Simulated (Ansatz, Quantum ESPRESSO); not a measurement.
# Lattice dynamics of KTaO3 (Pm-3m) in two programs

How does KTaO3 (Pm-3m) vibrate, and is this structure a minimum?

Calculated with Quantum ESPRESSO 7.5; DFT LDA, scalar-relativistic, plane waves, PseudoDojo norm-conserving pseudopotentials.

## Step 1: The structure

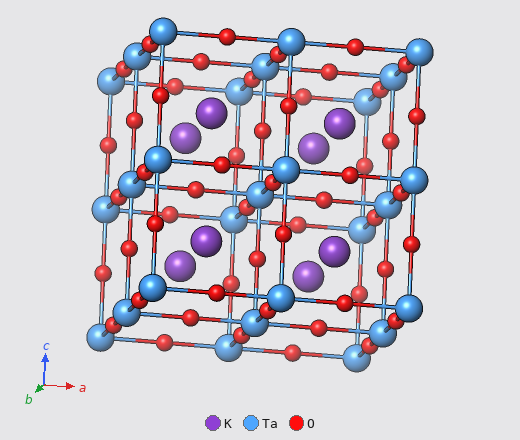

Start, viewed from a free direction; potassium purple, tantalum blue, oxygen red. 2×2×2 cells are drawn. Some periodic images of atoms are drawn too.

## Step 2: A probe with smearing

A cheap run with smearing and empty bands tells whether the crystal has a gap, which decides between fixed occupations and smearing later on.

Contents of probe.in:

```
&CONTROL
  calculation = 'scf'
  prefix      = 'x'
  outdir      = './tmp'
  pseudo_dir  = './pseudo'
  tprnfor     = .true.
  tstress     = .true.
  verbosity   = 'high'
/
&SYSTEM
  ibrav       = 1
  celldm(1)   = 7.5367947
  nat         = 5
  ntyp        = 3
  ecutwfc     = 84.0
  occupations = 'smearing'
  smearing    = 'gaussian'
  degauss     = 0.01
/
&ELECTRONS
  conv_thr         = 1.0d-07
  mixing_beta      = 0.7
  electron_maxstep = 100
/
ATOMIC_SPECIES
 K      39.0983  K.upf
 Ta    180.9479  Ta.upf
 O      15.9990  O.upf
ATOMIC_POSITIONS crystal
 K      0.500000000   0.500000000   0.500000000
 Ta     0.000000000   0.000000000   0.000000000
 O      0.500000000   0.000000000   0.000000000
 O      0.000000000   0.500000000   0.000000000
 O      0.000000000   0.000000000   0.500000000
K_POINTS automatic
 4 4 4 0 0 0
```

Started as:

```bash
$ OMP_NUM_THREADS=1 mpirun -n 8 pw.x -nk 8 -in probe.in > probe.out
```

Output:

```text
[banners, grids, parts of the stress and lines that vanish by symmetry left out]
Program PWSCF v.7.5
     bravais-lattice index     =            1
     lattice parameter (alat)  =       7.5368  a.u.
[...]
kinetic-energy cutoff     =      84.0000  Ry
     charge density cutoff     =     336.0000  Ry
     scf convergence threshold =      1.0E-07
[...]
Exchange-correlation= SLA  PW   NOGX NOGC
                           (   1   4   0   0   0   0   0)
[...]
48 Sym. Ops., with inversion, found
[...]
(     0          1          0      )
                  (     0          0          1      )
[...]
(  0.0000000  1.0000000  0.0000000 )
                  (  0.0000000  0.0000000  1.0000000 )
[...]
(     0         -1          0      )
                  (     0          0          1      )
[...]
( -1.0000000  0.0000000  0.0000000 )
                  (  0.0000000  1.0000000  0.0000000 )
[...]
number of k points=    10  Gaussian smearing, width (Ry)=  0.0100
[...]
End of self-consistent calculation
[...]
the Fermi energy is     9.2965 ev
!    total energy              =    -289.77281909 Ry
[...]
convergence has been achieved in  10 iterations
[...]
atom    1 type  1   force =     0.00000000    0.00000000    0.00000000
     atom    2 type  2   force =     0.00000000    0.00000000    0.00000000
     atom    3 type  3   force =     0.00000000    0.00000000    0.00000000
     atom    4 type  3   force =     0.00000000    0.00000000    0.00000000
     atom    5 type  3   force =     0.00000000    0.00000000    0.00000000
[...]
Total force =     0.000000     Total SCF correction =     0.000000
[...]
total   stress  (Ry/bohr**3)                   (kbar)     P=      -76.28
[...]
XML data file, charge density, pseudopotentials, collected wavefunctions

   JOB DONE.
```

It took 9.7 s on 8 MPI ranks of Arm Neoverse N1, shared host.

Numbers from this step:

```
volume per atom   : 12.69 Å³
pressure          : -7.628 GPa
gap on the k-mesh : 2.070 eV
```

A gap of 2.1 eV opens on this mesh, so the crystal is taken as an insulator; the start stands at -7.6 GPa.

## Step 3: Relaxing the cell and atoms

The relaxation runs at a cutoff a fifth above that of the response, since stress converges more slowly with the basis than frequencies do. Forces and stress are brought to rest with tight thresholds.

Contents of relax.in:

```
&CONTROL
  calculation   = 'vc-relax'
  prefix        = 'x'
  outdir        = './tmp'
  pseudo_dir    = './pseudo'
  tprnfor       = .true.
  tstress       = .true.
  forc_conv_thr = 2.0d-05
  etot_conv_thr = 1.0d-07
  nstep         = 40
/
&SYSTEM
  ibrav       = 1
  celldm(1)   = 7.5367947
  nat         = 5
  ntyp        = 3
  ecutwfc     = 101
  occupations = 'fixed'
  nbnd        = 22
/
&ELECTRONS
  conv_thr         = 1.0d-11
  mixing_beta      = 0.7
  electron_maxstep = 100
/
&IONS
/
&CELL
  press_conv_thr = 0.2
/
ATOMIC_SPECIES
 K      39.0983  K.upf
 Ta    180.9479  Ta.upf
 O      15.9990  O.upf
ATOMIC_POSITIONS crystal
 K      0.500000000   0.500000000   0.500000000
 Ta     0.000000000   0.000000000   0.000000000
 O      0.500000000   0.000000000   0.000000000
 O      0.000000000   0.500000000   0.000000000
 O      0.000000000   0.000000000   0.500000000
K_POINTS automatic
 6 6 6 0 0 0
```

Started as:

```bash
$ OMP_NUM_THREADS=1 mpirun -n 8 pw.x -nk 8 -in relax.in > relax.out
```

Output:

```text
[banners, grids, parts of the stress and lines that vanish by symmetry left out]
[banner, memory and clock lines left out]
Program PWSCF v.7.5

[...]
kinetic-energy cutoff     =     101.0000  Ry
     charge density cutoff     =     404.0000  Ry
     scf convergence threshold =      1.0E-11
[...]
energy convergence thresh.=      1.0E-07
     force convergence thresh. =      2.0E-05
     press convergence thresh. =      2.0E-01
     Exchange-correlation= SLA  PW   NOGX NOGC
                           (   1   4   0   0   0   0   0)
[...]
48 Sym. Ops., with inversion, found
[...]
number of k points=    20
[...]
End of self-consistent calculation
[...]
highest occupied, lowest unoccupied level (ev):     8.3724   10.4596
!    total energy              =    -289.77468388 Ry
[...]
convergence has been achieved in  15 iterations
[...]
atom    1 type  1   force =     0.00000000    0.00000000    0.00000000
     atom    2 type  2   force =     0.00000000    0.00000000    0.00000000
     atom    3 type  3   force =     0.00000000    0.00000000    0.00000000
     atom    4 type  3   force =     0.00000000    0.00000000    0.00000000
     atom    5 type  3   force =     0.00000000    0.00000000    0.00000000
     Total force =     0.000000     Total SCF correction =     0.000000
[...]
total   stress  (Ry/bohr**3)                   (kbar)     P=      -76.34
[...]
number of bfgs steps    =   0
[...]
CELL_PARAMETERS (alat=  7.53679470)
[...]
ATOMIC_POSITIONS (crystal)
K                0.5000000000        0.5000000000        0.5000000000
Ta               0.0000000000        0.0000000000        0.0000000000
O                0.5000000000        0.0000000000        0.0000000000
O                0.0000000000        0.5000000000        0.0000000000
[...]
New effective cutoffs (rho, wfc):  414.48  103.64
[...]
End of self-consistent calculation
[...]
highest occupied, lowest unoccupied level (ev):     8.9195   11.0883
!    total energy              =    -289.77892343 Ry
[...]
convergence has been achieved in  11 iterations
[...]
atom    1 type  1   force =     0.00000000    0.00000000    0.00000000
     atom    2 type  2   force =     0.00000000    0.00000000    0.00000000
     atom    3 type  3   force =     0.00000000    0.00000000    0.00000000
     atom    4 type  3   force =     0.00000000    0.00000000    0.00000000
     atom    5 type  3   force =     0.00000000    0.00000000    0.00000000
     Total force =     0.000000     Total SCF correction =     0.000000
[...]
total   stress  (Ry/bohr**3)                   (kbar)     P=        3.39
[...]
number of bfgs steps    =   1
[...]
CELL_PARAMETERS (alat=  7.53679470)
[...]
ATOMIC_POSITIONS (crystal)
[...]
New effective cutoffs (rho, wfc):  414.03  103.53
[...]
End of self-consistent calculation
[...]
highest occupied, lowest unoccupied level (ev):     8.8963   11.0617
!    total energy              =    -289.77893065 Ry
[...]
convergence has been achieved in  10 iterations
[...]
atom    1 type  1   force =     0.00000000    0.00000000    0.00000000
     atom    2 type  2   force =     0.00000000    0.00000000    0.00000000
     atom    3 type  3   force =     0.00000000    0.00000000    0.00000000
     atom    4 type  3   force =     0.00000000    0.00000000    0.00000000
[...]
Total force =     0.000000     Total SCF correction =     0.000000
[...]
total   stress  (Ry/bohr**3)                   (kbar)     P=       -0.23
[...]
number of bfgs steps    =   2
[...]
CELL_PARAMETERS (alat=  7.53679470)
[...]
ATOMIC_POSITIONS (crystal)
[...]
New effective cutoffs (rho, wfc):  414.06  103.53
[...]
End of self-consistent calculation
[...]
highest occupied, lowest unoccupied level (ev):     8.8978   11.0634
!    total energy              =    -289.77893068 Ry
[...]
convergence has been achieved in   6 iterations
[...]
atom    3 type  3   force =     0.00000000    0.00000000    0.00000000
     atom    4 type  3   force =     0.00000000    0.00000000    0.00000000
     atom    5 type  3   force =     0.00000000    0.00000000    0.00000000
     Total force =     0.000000     Total SCF correction =     0.000000
[...]
total   stress  (Ry/bohr**3)                   (kbar)     P=       -0.00
[...]
bfgs converged in   4 scf cycles and   3 bfgs steps
[...]
End of BFGS Geometry Optimization
     Final enthalpy           =    -289.7789306779 Ry
     File ./tmp/x.bfgs deleted, as requested
[...]
CELL_PARAMETERS (alat=  7.53679470)
[...]
ATOMIC_POSITIONS (crystal)
[...]
O                0.0000000000        0.5000000000        0.0000000000
O                0.0000000000        0.0000000000        0.5000000000
[...]
Final scf calculation at the relaxed structure.
[...]
kinetic-energy cutoff     =     101.0000  Ry
     charge density cutoff     =     404.0000  Ry
     scf convergence threshold =      1.0E-13
[...]
press convergence thresh. =      2.0E-01
     Exchange-correlation= SLA  PW   NOGX NOGC
                           (   1   4   0   0   0   0   0)
[...]
48 Sym. Ops., with inversion, found
[...]
number of k points=    20
[...]
End of self-consistent calculation
[...]
highest occupied, lowest unoccupied level (ev):     8.8978   11.0634
!    total energy              =    -289.77892190 Ry
[...]
convergence has been achieved in  17 iterations
[...]
atom    1 type  1   force =     0.00000000    0.00000000    0.00000000
     atom    2 type  2   force =     0.00000000    0.00000000    0.00000000
     atom    3 type  3   force =     0.00000000    0.00000000    0.00000000
     atom    4 type  3   force =     0.00000000    0.00000000    0.00000000
     atom    5 type  3   force =     0.00000000    0.00000000    0.00000000
     Total force =     0.000000     Total SCF correction =     0.000000
[...]
total   stress  (Ry/bohr**3)                   (kbar)     P=       -0.01
[...]
XML data file, charge density, pseudopotentials, collected wavefunctions
```

The job ended after 89 s (8 MPI ranks).

Relaxation path:

```
step  energy less that of the first step (eV)  largest force (eV/Å)  pressure (GPa)  volume (Å³)
   1                                   0.0000                0.0000           -7.63        63.44
   2                                  -0.0577                0.0000            0.34        61.00
   3                                  -0.0578                0.0000           -0.02        61.10
   4                                  -0.0578                0.0000            0.00        61.10
   5                                  -0.0577                0.0000            0.00        61.10
```

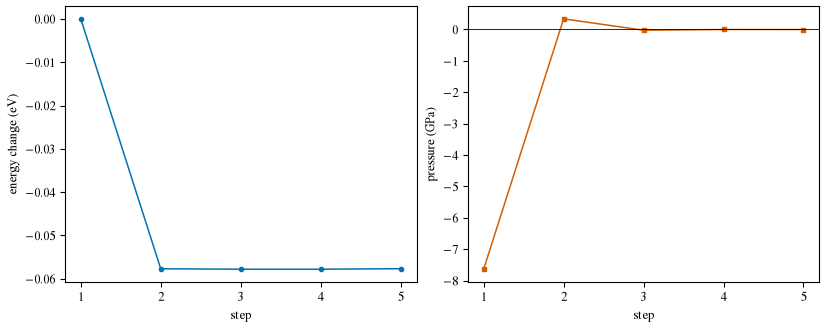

Energy and pressure along the relaxation.

```
conventional cell, symmetrised  before  after  change
                         a (Å)   3.988  3.939  -1.2 %
                         b (Å)   3.988  3.939  -1.2 %
                         c (Å)   3.988  3.939  -1.2 %
              volume (Å³/atom)   12.69  12.22  -3.7 %
```

Final coordinates:

```cif
data_structure
_symmetry_space_group_name_H-M 'P 1'
_symmetry_Int_Tables_number 1
_cell_length_a 3.9386
_cell_length_b 3.9386
_cell_length_c 3.9386
_cell_angle_alpha 90.000
_cell_angle_beta 90.000
_cell_angle_gamma 90.000
_cell_volume 61.10
loop_
_atom_site_label
_atom_site_type_symbol
_atom_site_fract_x
_atom_site_fract_y
_atom_site_fract_z
_atom_site_occupancy
K1 K 0.50000 0.50000 0.50000 1
Ta2 Ta 0.00000 0.00000 0.00000 1
O3 O 0.50000 0.00000 0.00000 1
O4 O 0.00000 0.50000 0.00000 1
O5 O 0.00000 0.00000 0.50000 1
```

The last row of the table of steps is pw.x's closing run on a basis chosen anew for the final cell, so its energy can jump.

Read from the output:

- volume per atom: 12.22 Å³
- pressure: -0.001 GPa
- gap on the k-mesh: 2.166 eV

The volume changes by -3.7 % from the cell with which this run began.

## Step 4: Self-consistent run for the response

The response is built on this ground state, so it is converged far tighter than an energy would need. With a gap, occupations are fixed, which also allows the response to an electric field.

Contents of scf.in:

```
&CONTROL
  calculation = 'scf'
  prefix      = 'x'
  outdir      = './tmp'
  pseudo_dir  = './pseudo'
  tprnfor     = .true.
  tstress     = .true.
/
&SYSTEM
  ibrav       = 1
  celldm(1)   = 7.44281437
  nat         = 5
  ntyp        = 3
  ecutwfc     = 84.0
  occupations = 'fixed'
  nbnd        = 22
/
&ELECTRONS
  conv_thr         = 1.0d-12
  mixing_beta      = 0.7
  electron_maxstep = 100
/
ATOMIC_SPECIES
 K      39.0983  K.upf
 Ta    180.9479  Ta.upf
 O      15.9990  O.upf
ATOMIC_POSITIONS crystal
 K      0.500000000   0.500000000   0.500000000
 Ta     0.000000000   0.000000000   0.000000000
 O      0.500000000   0.000000000   0.000000000
 O      0.000000000   0.500000000   0.000000000
 O      0.000000000   0.000000000   0.500000000
K_POINTS automatic
 6 6 6 0 0 0
```

Started as:

```bash
$ OMP_NUM_THREADS=1 mpirun -n 8 pw.x -nk 8 -in scf.in > scf.out
```

Output:

```text
[banners, grids, parts of the stress and lines that vanish by symmetry left out]
[banner, memory and clock lines left out]
Program PWSCF v.7.5

[...]
kinetic-energy cutoff     =      84.0000  Ry
     charge density cutoff     =     336.0000  Ry
     scf convergence threshold =      1.0E-12
[...]
Exchange-correlation= SLA  PW   NOGX NOGC
                           (   1   4   0   0   0   0   0)
[...]
48 Sym. Ops., with inversion, found
[...]
number of k points=    20
[...]
End of self-consistent calculation
[...]
highest occupied, lowest unoccupied level (ev):     8.8977   11.0634
!    total energy              =    -289.77882468 Ry
[...]
convergence has been achieved in  23 iterations
[...]
atom    1 type  1   force =     0.00000000    0.00000000    0.00000000
     atom    2 type  2   force =     0.00000000    0.00000000    0.00000000
     atom    3 type  3   force =     0.00000000    0.00000000    0.00000000
     atom    4 type  3   force =     0.00000000    0.00000000    0.00000000
     atom    5 type  3   force =     0.00000000    0.00000000    0.00000000
     Total force =     0.000000     Total SCF correction =     0.000000
[...]
total   stress  (Ry/bohr**3)                   (kbar)     P=       -0.29
[...]
XML data file, charge density, pseudopotentials, collected wavefunctions
```

Wall time 24 s (8 MPI ranks).

This step gave:

```
pressure : -0.02900 GPa
```

The cell stands at -0.029 GPa, close enough for phonons.

[end of part 1 of 5]

[Host names and launcher messages were left out of these logs when they were recorded.]

[Logs are printed without paths, hosts, clocks, repeated set-up lines and the standing remarks that a program may print on its own settings, such as how far it seeks lower states.]

[Hosts, paths, dates, database ids (printed as entryN), source tags and the programs' standing remarks are cut or masked in the printed files.]
